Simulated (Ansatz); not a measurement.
A series of calculations on BNH5O2F

**1. Relaxation**

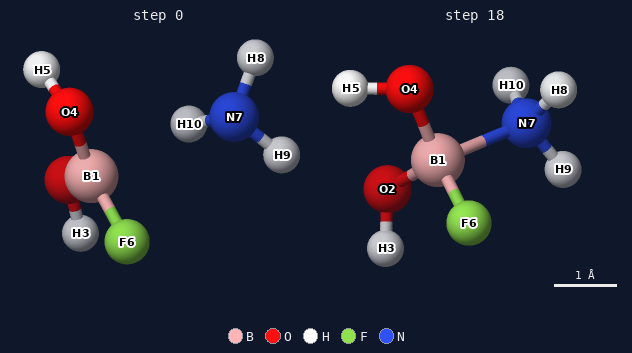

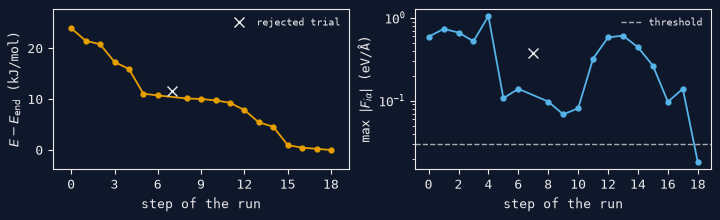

First and last geometry of a relaxation of BNH5O2F, with the history of the run. The picture is a ball-and-stick view, seen at a tilt.

The run prepares an end point of a later path (reaction) calculation, from a guessed geometry.

Computed with RKS B3LYP-D4/def2-SVP in Ansatz 0.2.0.

Input
```yaml
crystal:
  periodic: [false, false, false]
  atoms:
    - { symbol: B, position_ang: [-0.098462, -0.399766, -0.083479] }
    - { symbol: O, position_ang: [-0.166042, -0.63087, 1.286434] }
    - { symbol: H, position_ang: [-1.080737, -0.624428, 1.595513] }
    - { symbol: O, position_ang: [1.057948, -0.560545, -0.764101] }
    - { symbol: H, position_ang: [1.794955, -0.769917, -0.180813] }
    - { symbol: F, position_ang: [-1.228622, -0.172459, -0.762206] }
    - { symbol: "N", position_ang: [0.178501, 2.191904, 0.786932] }
    - { symbol: H, position_ang: [1.01618, 2.77612, 0.86983] }
    - { symbol: H, position_ang: [-0.627796, 2.808285, 0.929354] }
    - { symbol: H, position_ang: [0.192676, 1.533175, 1.589635] }
basis:
  gaussian: { orbitals: def2-SVP }
hamiltonian:
  xc: b3lyp
  dispersion: d4
relax:
  f_tol: 0.03
  max_steps: 50
```

Launched with:
```bash
ansatz run input.yaml --threads 2 --pin off --max-ram 3072MiB --backend cpu --events-out ev --progress --plain --runs-dir out
```

### Did the run converge, and what did it change?

It converged. The energy falls by 23.9 kJ/mol in 17 accepted moves (18 points after the start). Largest force component: 0.59 eV/Å at the start, 0.018 eV/Å at the end. The line search rejected the trial step at point 7 of the run. The largest move after the best rigid fit is that of H8, 0.98 Å. Largest moves by element: H 0.98 Å, O 0.72 Å, B 0.67 Å, F 0.53 Å, N 0.40 Å. Among the contacts that change: B1–N7 2.748 → 1.719 Å, B1–F6 1.338 → 1.400 Å, B1–O4 1.351 → 1.413 Å, B1–O2 1.391 → 1.417 Å. New bonds form, among them: B1–N7 (2.75 → 1.72 Å). Bond angles that change, for instance: O2–B1–F6 119.1° → 113.4°, O2–B1–O4 121.2° → 116.0°, O4–B1–F6 119.2° → 116.2°.

Limits of the set-up: the start holds two separate molecules, 2.2 Å apart at their closest, whose relative position is a soft coordinate.

**2. Relaxation**

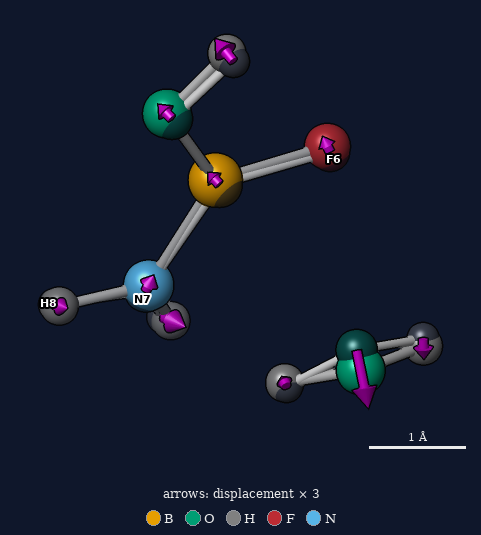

A relaxation of BNH₅O₂F. The starting structure is drawn faded, the final one solid; purple arrows show the displacements, 3 times their true length. The two geometries are superimposed by the best rigid fit.

A ball-and-stick model, seen at a tilt.

The run prepares an end point of a later path (reaction) calculation, from a guessed geometry.

The calculation used RKS B3LYP-D4/def2-SVP in Ansatz.

Input file:
```yaml
crystal:
  periodic: [false, false, false]
  atoms:
    - { symbol: B, position_ang: [0.197819, 0.56625, -0.220255] }
    - { symbol: O, position_ang: [-0.185935, -0.388116, 2.182949] }
    - { symbol: H, position_ang: [-1.117468, -0.515915, 1.953927] }
    - { symbol: O, position_ang: [1.376882, -0.038332, -0.494663] }
    - { symbol: H, position_ang: [1.275279, -0.973206, -0.717154] }
    - { symbol: F, position_ang: [-0.984262, -0.012304, -0.509252] }
    - { symbol: "N", position_ang: [0.173604, 1.939745, 0.339845] }
    - { symbol: H, position_ang: [1.037569, 2.46779, 0.380291] }
    - { symbol: H, position_ang: [-0.652192, 2.514121, 0.219659] }
    - { symbol: H, position_ang: [-0.082695, 0.591467, 2.131752] }
basis:
  gaussian: { orbitals: def2-SVP }
hamiltonian:
  xc: b3lyp
  dispersion: d4
relax:
  f_tol: 0.03
  max_steps: 50
```

Command:
```bash
ansatz run input.yaml --threads 2 --pin off --max-ram 3072MiB --backend cpu --events-out ev --progress --plain --runs-dir out
```

Describe the change and its energy.

Answer. After 7 accepted moves (9 points after the start) the energy has fallen by 0.092 eV. The largest force component goes from 1.8 to 0.02 eV/Å. The line search rejected the trial steps at points 2, 6 of the run. The atom that moves furthest after the best rigid fit is O2 (0.22 Å). Largest moves by element: O 0.22 Å, H 0.12 Å, N 0.07 Å, F 0.07 Å, B 0.07 Å. Near-neighbour distances that change, for instance: B1–N7 1.484 → 1.417 Å, O2–H10 0.986 → 0.971 Å.

Limits of the set-up: the start holds two separate molecules, 2.3 Å apart at their closest, whose relative position is a soft coordinate.

**3. Path**

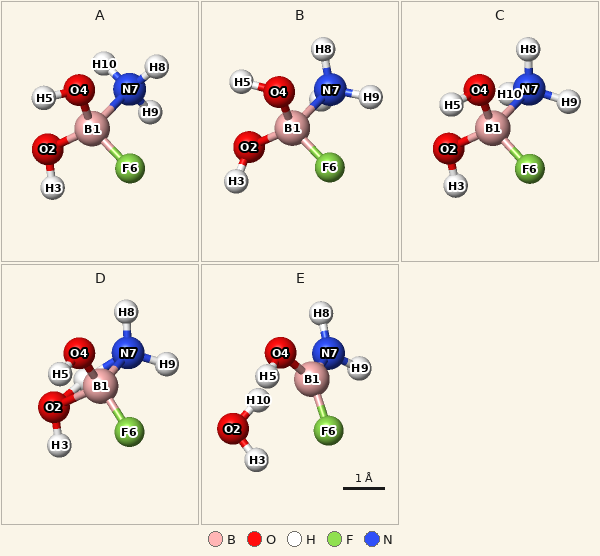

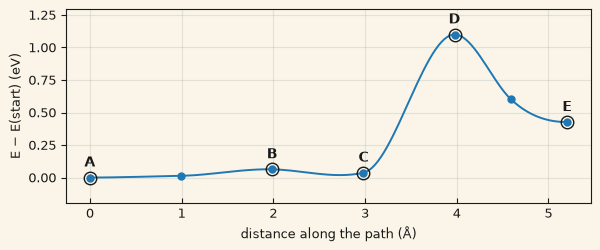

A search for the minimum-energy path of BNH₅O₂F by the nudged elastic band. Images are numbered from 0 (start) to 6 (end). Frames A to E are images 0, 2, 3, 4, 6. Style: ball-and-stick. Shown from a free direction.

Level of theory: RKS B3LYP-D4/def2-SVP (Ansatz 0.2.0). Set-up: 5 movable images; climbing image; force threshold 0.03 eV/Å; iteration limit 60; starting path through a guess of the saddle point.

What happens along the path, and what is the barrier?

The path has more than one stage, and so few images may leave a stage unresolved. Breaking: B1–O2 (1.42 → 1.65 at the top → 2.83 Å), N7–H10 (1.02 → 1.34 at the top → 2.20 Å). Forming: O2–H10 (2.66 → 1.20 at the top → 0.97 Å). The highest point, image 4, lies 1.10 eV above the start and 0.67 eV above the end; the end is at +0.43 eV relative to the start. The band converged in 27 iterations. The largest component of the band force went from 62 to 0.021 eV/Å. The climbing image converged on the top of the path. Its vibrational analysis gives one imaginary mode (1244i cm⁻¹), as a transition state must have.

Cost: 4.6 min on 2 threads of Arm Neoverse V1, with other jobs on the host, peak memory 0.17 GiB.
